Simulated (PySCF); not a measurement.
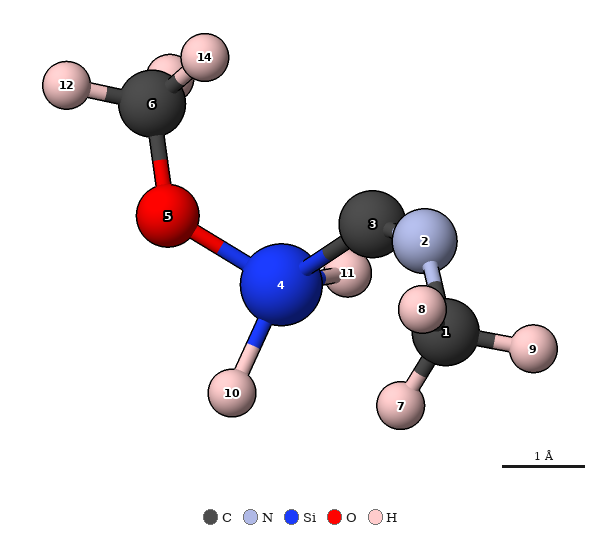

The structure (ball-and-stick view, seen at a tilt; atoms are numbered from 1 in the order of the input). Bond lengths as drawn: C–H 1.09 to 1.10 Å, C–N 1.21 to 1.43 Å, C–O 1.39 Å, C–Si 1.87 Å, H–Si 1.46 to 1.47 Å and O–Si 1.62 Å.

**C3H8NOSi: EPR calculation**

The run: EPR calculation of C3H8NOSi, multiplicity 2. Method and program: UKS B3LYP, pcH-1 on C H N O Si, non-relativistic, mean-field spin-orbit, GIAO (PySCF 2.14.0).

It belongs to a series of runs on one base structure; here: H removed from sp2 C.

### Output
```
UKS, coarse grid
  cycle   1  E = -538.47957912  |g| = 5.33e-01
  cycle   2  E = -538.25977230  |g| = 9.31e-01
  cycle   3  E = -538.57557071  |g| = 9.00e-02
  cycle   4  E = -538.57801729  |g| = 4.80e-02
  cycle   5  E = -538.57885950  |g| = 2.62e-02
  cycle   6  E = -538.57913643  |g| = 6.35e-03
  cycle   7  E = -538.57915792  |g| = 1.37e-03
  cycle   8  E = -538.57916056  |g| = 7.76e-04
UKS, final grid
  cycle   1  E = -538.57919092  |g| = 9.55e-04
  cycle   2  E = -538.57919025  |g| = 1.60e-03
  cycle   3  E = -538.57919141  |g| = 4.10e-04
  cycle   4  E = -538.57919148  |g| = 9.63e-05
  cycle   5  E = -538.57919151  |g| = 6.56e-05
  cycle   6  E = -538.57919151  |g| = 1.54e-05
E = -538.57919151 Eh   <S^2> = 0.7532 (exact 0.7500)
g shifts (ppm)      1          2          3
  rmc          -178       -178       -178
  gc             12         34        -23
  oz_so       -3784        -21       1483
  total       -3951       -165       1282
hyperfine (MHz)  atom isotope    a_iso     a_fc   dipolar eigenvalues
    0   13C     111.47     111.49     -8.10     -7.03     15.13
    1   14N      75.94      76.01    -13.28    -10.55     23.83
    2   13C     262.56     262.78    -41.84    -40.10     81.94
    3  29Si    -111.47    -111.66    -32.62     13.56     19.06
    4   17O      -3.15      -3.14     -2.17      0.70      1.48
    5   13C       1.35       1.34     -0.83     -0.09      0.92
    6    1H      26.98      26.98     -5.83     -0.85      6.69
    7    1H      -5.78      -5.77     -5.36     -3.92      9.28
    8    1H      -8.50      -8.50     -5.18     -3.75      8.93
    9    1H      97.20      97.20     -3.83     -0.66      4.49
   10    1H      -7.63      -7.63     -3.93     -2.40      6.33
   11    1H       0.67       0.67     -0.98     -0.78      1.76
   12    1H       0.38       0.38     -1.13     -1.00      2.13
   13    1H       3.65       3.65     -3.12     -1.88      5.00
```

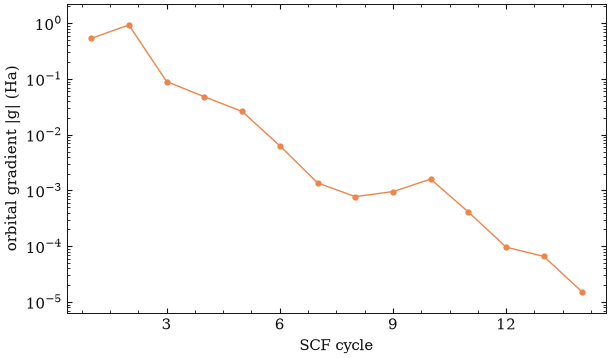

Convergence of the self-consistent field: orbital gradient |g| against the SCF cycle. All cycles printed in the log are drawn one after another.

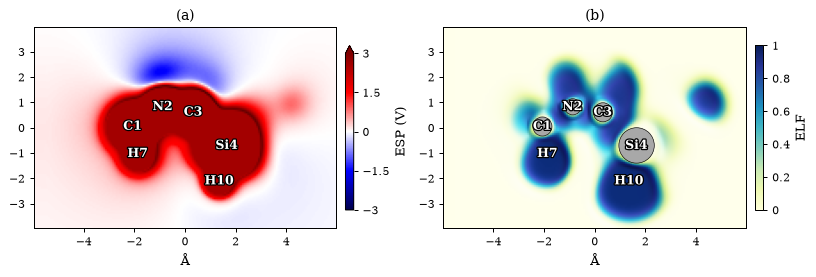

(a) molecular electrostatic potential; (b) electron localisation function on the plane of atoms N2, C3 and Si4. Grey discs, where drawn, cover atomic cores. The section cuts through C, N, Si and H sites. C–N (1.21 Å): the ELF peaks at about 0.90 between the atoms (a multiple bond by its length, whose ELF region spreads away from the axis). C–Si (1.87 Å): the ELF peaks at about 0.95 between the atoms (a shared electron pair). C–H (1.10 Å): the ELF climbs to about 1 towards the hydrogen, as it does in any bond to H; a covalent bond by its length. Si–H (1.46 Å): the ELF climbs to about 1 towards the hydrogen.

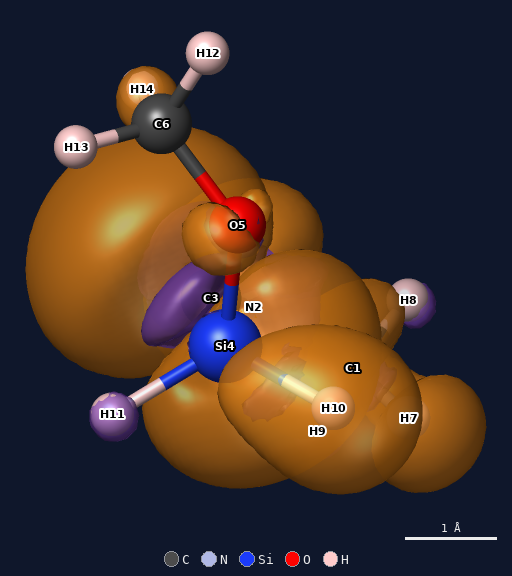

Isosurfaces of the spin density (α minus β) at +0.004 (orange) and −0.004 e/Å³ (purple), seen at an oblique angle. The unpaired spin (1 electron) lies mostly on C3 (about 0.5), N2 (about 0.2) and Si4 (about 0.2), in electrons by Hirshfeld's partition.

The run was set up as follows.

### Input file
```
{"job": {"kind": "epr", "basis": "pcH-1"}, "charge": 0, "multiplicity": 2}
C      2.953471    -0.125530    -0.115954
N      1.767497     0.415364    -0.698567
C      0.584586     0.159335    -0.687539
Si    -0.739368    -0.987261    -0.046301
O     -1.840200    -0.102292     0.754944
C     -2.553630     1.011318     0.322934
H      2.740987    -0.971313     0.546775
H      3.450479     0.667601     0.443214
H      3.615286    -0.445175    -0.921318
H     -0.484615    -1.954961     1.018634
H     -1.244250    -1.594836    -1.282802
H     -3.050487     1.453818     1.188250
H     -3.308832     0.720967    -0.413169
H     -1.891603     1.752492    -0.131267
```

The first line tells a small driver script what to run in PySCF; the rest is the geometry in Å.

Run as:
```bash
OMP_NUM_THREADS=1 python <driver script> task.json out
```

### Key numbers

```tsv
quantity	value
outcome	converged
total energy	−538.579192 hartree
⟨S²⟩	0.753
isotropic g	2.0014
hardware	1 CPU thread, shared host
wall time	55 s
peak memory	0.89 GiB
```
